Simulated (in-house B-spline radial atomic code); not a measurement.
System: the neutral chromium atom, configuration [Ar] 3d5 4s1 (open shells shared over both j by 2j + 1). All numbers are computed, not measured: Dirac-Hartree-Fock, average of configuration, Fermi nucleus, basis-set limit (an in-house B-spline radial code). One electron is taken from each of the shells shown in turn, and the ion is relaxed; bars are coloured by l. Wanted, and plotted below: the relaxation energy, Koopmans' value −ε less the difference of self-consistent energies.

Among the shells shown the largest bar is that of 2p1/2. 2p1/2: −ε = 611.6 eV, relaxed 590.4 eV, relaxation 21.2 eV; 2p3/2: −ε = 602.8 eV, relaxed 581.8 eV, relaxation 21.0 eV; 3p1/2: −ε = 58.1 eV, relaxed 52.6 eV, relaxation 5.54 eV; 3p3/2: −ε = 57.0 eV, relaxed 51.6 eV, relaxation 5.44 eV; 4s: −ε = 5.74 eV, relaxed 5.63 eV, relaxation 0.105 eV.

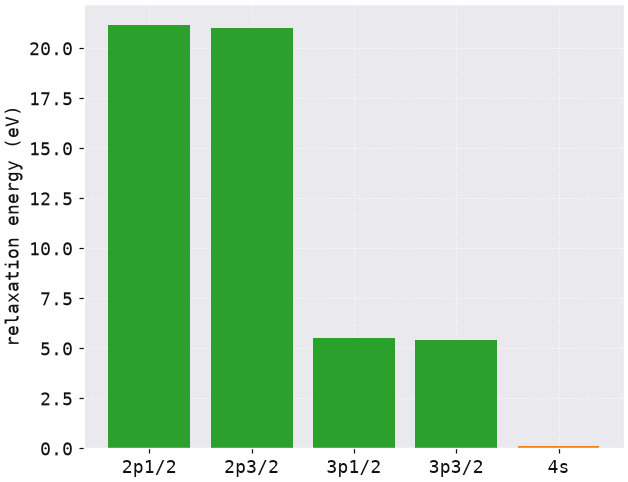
